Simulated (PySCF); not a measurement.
**C$_{5}$H$_{11}$Al: a changed input and its effect**

System: C$_{5}$H$_{11}$Al, SMILES C[CH2][AlH][CH]1CC1.
Method of the first run: GIAO PBE0/pcSseg-1 NMR shielding, non-relativistic, IEF-PCM water (PySCF 2.14.0).

The geometry comes from this level: PBE0-D3(BJ)/def2-SVP. Text and figures count atoms from 1; the logs count them from 0 in places.

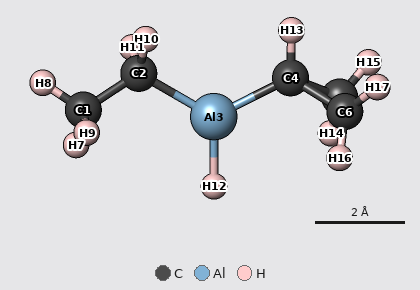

Fig. 1: The structure as given in the input (ball-and-stick view, seen on its broad side; atoms are numbered from 1 in the order of the input). Sticks mark near contacts.

Input file, the first run:
```
{"job": {"kind": "nmr", "xc": "PBE0", "basis": "pcSseg-1", "solvent": "water", "pop": false}, "charge": 0, "multiplicity": 1}
C      3.193032     0.411724    -0.180495
C      1.951489    -0.402365     0.183440
Al     0.222228     0.228782    -0.510300
C     -1.475792    -0.383915     0.203411
C     -2.650418    -0.627667    -0.734734
C     -2.688693     0.534400     0.189304
H      3.288191     0.550822    -1.269708
H      4.126259    -0.061965     0.167411
H      3.163154     1.420861     0.261913
H      1.865156    -0.513999     1.280589
H      2.061862    -1.443280    -0.182521
H      0.152109     1.253356    -1.737458
H     -1.452345    -1.067546     1.061533
H     -2.520996    -0.435063    -1.805346
H     -3.300748    -1.480675    -0.519281
H     -2.584093     1.538561    -0.235593
H     -3.367281     0.489959     1.046326
```

The first line tells a small driver script what to run in PySCF; the rest is the geometry in Å.

Launched with:
```bash
OMP_NUM_THREADS=1 python <driver script> task.json out
```

Hardware: 1 CPU thread, shared host.

Output (the first run):
```
coarse grid: 13880 points
cycle   1  E = -439.0545559475  dE =  3.552e-01  |g| = 4.787e-01  |ddm| = 3.502e+00
cycle   2  E = -439.0314864333  dE =  2.307e-02  |g| = 5.723e-01  |ddm| = 8.872e-01
cycle   3  E = -439.1186355993  dE = -8.715e-02  |g| = 2.759e-02  |ddm| = 4.956e-01
cycle   4  E = -439.1187907940  dE = -1.552e-04  |g| = 9.772e-03  |ddm| = 3.229e-02
cycle   5  E = -439.1188073389  dE = -1.654e-05  |g| = 5.340e-03  |ddm| = 1.240e-02
cycle   6  E = -439.1188147817  dE = -7.443e-06  |g| = 4.868e-04  |ddm| = 4.662e-03
final grid: 127024 points
cycle   7  E = -439.1550788558  dE = -2.531e-05  |g| = 8.254e-03  |ddm| = 2.289e-02
cycle   8  E = -439.1550700913  dE =  8.765e-06  |g| = 1.021e-02  |ddm| = 1.486e-02
cycle   9  E = -439.1550970435  dE = -2.695e-05  |g| = 2.774e-04  |ddm| = 7.932e-03
cycle  10  E = -439.1550970549  dE = -1.137e-08  |g| = 1.023e-04  |ddm| = 2.996e-04
cycle  11  E = -439.1550970569  dE = -2.043e-09  |g| = 4.019e-05  |ddm| = 1.059e-04
cycle  12  E = -439.1550970573  dE = -3.988e-10  |g| = 5.737e-06  |ddm| = 3.711e-05
converged SCF energy = -439.1550970573

GIAO shielding tensors (ppm)
atom      isotropic    diamagn.    paramagn.     s11        s22        s33       span
  0 C      174.596     242.320     -67.724    166.696    170.099    186.993     20.297
  1 C      178.831     253.937     -75.107    162.915    181.887    191.690     28.775
  2 Al     282.626     798.410    -515.784    200.762    320.433    326.683    125.921
  3 C      190.904     250.275     -59.371    146.050    191.390    235.273     89.223
  4 C      184.056     253.203     -69.147    157.250    176.462    218.456     61.206
  5 C      183.706     252.245     -68.540    156.979    176.007    218.131     61.151
  6 H       30.092      28.062       2.030     25.624     28.443     36.210     10.586
  7 H       29.969      26.195       3.774     24.745     27.757     37.406     12.661
  8 H       30.168      28.378       1.790     25.696     28.344     36.465     10.769
  9 H       30.697      32.802      -2.106     25.908     30.331     35.851      9.943
 10 H       31.020      32.079      -1.059     26.013     30.398     36.648     10.634
 11 H       27.052      31.452      -4.400     24.217     26.290     30.648      6.431
 12 H       32.054      32.478      -0.424     25.064     28.752     42.347     17.282
 13 H       30.867      30.879      -0.011     24.820     27.522     40.260     15.441
 14 H       30.565      29.612       0.953     24.618     26.199     40.879     16.261
 15 H       30.846      30.857      -0.011     24.794     27.501     40.244     15.450
 16 H       30.540      29.564       0.976     24.602     26.179     40.838     16.236
```

For the second run the input was changed thus:
```diff
-"solvent": "water"
-"pop": false
+"solvent": "methanol"
+"pop": true
```

How does the second run compare with the first run?

The total energy of the second run is 0.11 kcal/mol higher: the change of the electrostatic solvation energy at this fixed geometry, without cavity or dispersion terms. Of all shieldings, the largest change is that of Al3, by −0.6 ppm. The number of SCF iterations is the same.

Output (the second run):
```
coarse grid: 13880 points
cycle   1  E = -439.0543517981  dE =  3.554e-01  |g| = 4.789e-01  |ddm| = 3.502e+00
cycle   2  E = -439.0311466203  dE =  2.321e-02  |g| = 5.728e-01  |ddm| = 8.877e-01
cycle   3  E = -439.1184612420  dE = -8.731e-02  |g| = 2.765e-02  |ddm| = 4.964e-01
cycle   4  E = -439.1186169400  dE = -1.557e-04  |g| = 9.773e-03  |ddm| = 3.221e-02
cycle   5  E = -439.1186334192  dE = -1.648e-05  |g| = 5.348e-03  |ddm| = 1.237e-02
cycle   6  E = -439.1186408795  dE = -7.460e-06  |g| = 4.859e-04  |ddm| = 4.654e-03
final grid: 127024 points
cycle   7  E = -439.1549047737  dE = -2.529e-05  |g| = 8.258e-03  |ddm| = 2.288e-02
cycle   8  E = -439.1548959667  dE =  8.807e-06  |g| = 1.022e-02  |ddm| = 1.487e-02
cycle   9  E = -439.1549229743  dE = -2.701e-05  |g| = 2.780e-04  |ddm| = 7.945e-03
cycle  10  E = -439.1549229857  dE = -1.145e-08  |g| = 1.020e-04  |ddm| = 3.008e-04
cycle  11  E = -439.1549229878  dE = -2.027e-09  |g| = 4.024e-05  |ddm| = 1.055e-04
cycle  12  E = -439.1549229882  dE = -4.028e-10  |g| = 5.760e-06  |ddm| = 3.719e-05
converged SCF energy = -439.1549229882

GIAO shielding tensors (ppm)
atom      isotropic    diamagn.    paramagn.     s11        s22        s33       span
  0 C      174.576     242.306     -67.729    166.686    170.085    186.959     20.273
  1 C      178.787     253.949     -75.163    162.857    181.846    191.658     28.801
  2 Al     282.056     798.432    -516.375    200.189    319.543    326.438    126.249
  3 C      190.847     250.286     -59.439    145.939    191.386    235.214     89.275
  4 C      184.025     253.190     -69.166    157.212    176.444    218.417     61.205
  5 C      183.674     252.231     -68.557    156.940    175.988    218.093     61.153
  6 H       30.090      28.057       2.032     25.622     28.439     36.208     10.586
  7 H       29.966      26.191       3.775     24.743     27.753     37.402     12.659
  8 H       30.171      28.377       1.794     25.699     28.346     36.468     10.769
  9 H       30.695      32.803      -2.107     25.907     30.331     35.847      9.940
 10 H       31.022      32.082      -1.059     26.017     30.403     36.648     10.631
 11 H       27.036      31.433      -4.397     24.202     26.273     30.633      6.431
 12 H       32.055      32.483      -0.427     25.067     28.757     42.342     17.275
 13 H       30.867      30.877      -0.010     24.821     27.523     40.257     15.436
 14 H       30.566      29.614       0.952     24.620     26.202     40.876     16.256
 15 H       30.845      30.854      -0.009     24.794     27.501     40.240     15.446
 16 H       30.540      29.565       0.975     24.604     26.182     40.835     16.231
```

The two runs side by side:

| quantity | the first run | the second run |
| --- | --- | --- |
| outcome | converged | converged |
| total energy (hartree) | −439.155097 | −439.154923 |
| HOMO (eV) | −7.04 | −7.05 |
| LUMO (eV) | −0.50 | −0.52 |
| dipole moment (D) | 1.13 | 1.12 |
| shielding of C1 (ppm) | 174.6 | 174.6 |
| shielding of C2 (ppm) | 178.8 | 178.8 |
| shielding of Al3 (ppm) | 282.6 | 282.1 |
| shielding of C4 (ppm) | 190.9 | 190.8 |
| shielding of C5 (ppm) | 184.1 | 184.0 |
| shielding of C6 (ppm) | 183.7 | 183.7 |
| shielding of H12 (ppm) | 27.1 | 27.0 |
| SCF iterations | 12 | 12 |
| basis functions | 164 | 164 |
| wall time (shared host) | 55 s | 61 s |
